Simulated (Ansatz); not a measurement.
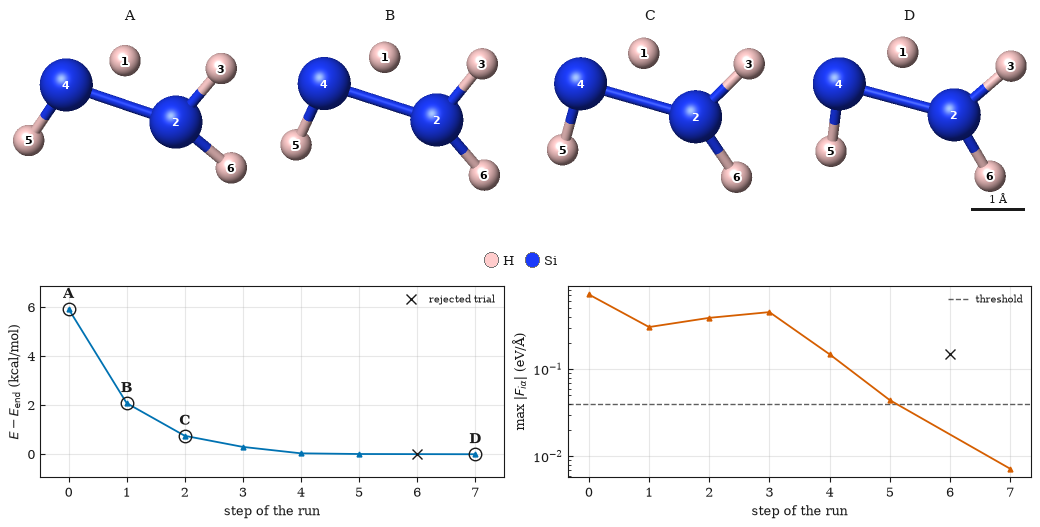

Frames of a constrained relaxation of Si$_{2}$H$_{4}$, marked on the history of the run. The picture is a ball-and-stick view, seen at a tilt.

The reaction that was planned forms H1–Si4 and breaks H1–Si2 (atoms numbered from 1 in input order).

The calculation used Ansatz 0.2.0, RKS PBE0-D4/def2-SVP.

Input
```yaml
crystal:
  periodic: [false, false, false]
  atoms:
    - {symbol: H, position_ang: [-1.396800, 0.356700, 0.063500]}
    - {symbol: Si, position_ang: [0.423700, -0.673000, -0.051300]}
    - {symbol: H, position_ang: [0.163100, -1.475200, -1.255800]}
    - {symbol: Si, position_ang: [0.053900, 1.465700, -0.508400]}
    - {symbol: H, position_ang: [0.204800, 2.115300, 0.832000]}
    - {symbol: H, position_ang: [0.551400, -1.789600, 0.919900]}
basis:
  gaussian: {orbitals: def2-SVP}
hamiltonian: {xc: pbe0, dispersion: d4}
relax: {f_tol: 0.04, max_steps: 150, escape_saddle: false, constraints: [{distance: [0, 3]}, {distance: [0, 1]}]}
```

Launched with:
```bash
ansatz run in.yaml --threads 2 --pin off --events-out ev --progress --plain --max-ram 4352MiB
```

Question: Describe the path.

Answer: Over 6 accepted moves (7 points after the start) the energy falls by 5.93 kcal/mol. Largest force component: 0.72 eV/Å at the start, 0.0072 eV/Å at the end. The line search rejected the trial step at point 6 of the run. The largest move after the best rigid fit is that of H5, 0.48 Å. By element the largest moves are H 0.48 Å, Si 0.16 Å. Near-neighbour distances that change, for instance: Si2–Si4 2.218 → 2.281 Å, Si4–H5 1.497 → 1.534 Å, Si2–H3 1.470 → 1.499 Å, Si2–H6 1.485 → 1.501 Å. Bond angles that change, for instance: Si4–Si2–H6 150.9° → 129.5°, Si2–Si4–H5 102.5° → 84.0°, H3–Si2–Si4 109.1° → 123.1°. The run took 5.5 s on 2 threads of Arm Neoverse V2, on a shared host. From step 0 to 1: H6 moves most (0.19 Å), energy −3.85 kcal/mol. From step 1 to 2: H5 moves most (0.17 Å), energy −1.33 kcal/mol. From step 2 to 7: H5 moves most (0.16 Å), energy −0.75 kcal/mol.

| step | E − E(0), kcal/mol | largest force component, eV/Å | note |
| --- | --- | --- | --- |
| 0 | 0.00 | 0.7176 |  |
| 1 | -3.85 | 0.3037 |  |
| 2 | -5.18 | 0.3873 |  |
| 3 | -5.63 | 0.4505 |  |
| 4 | -5.90 | 0.1480 |  |
| 5 | -5.92 | 0.0442 |  |
| 6 | -5.90 | 0.1477 | rejected |
| 7 | -5.93 | 0.0072 |  |
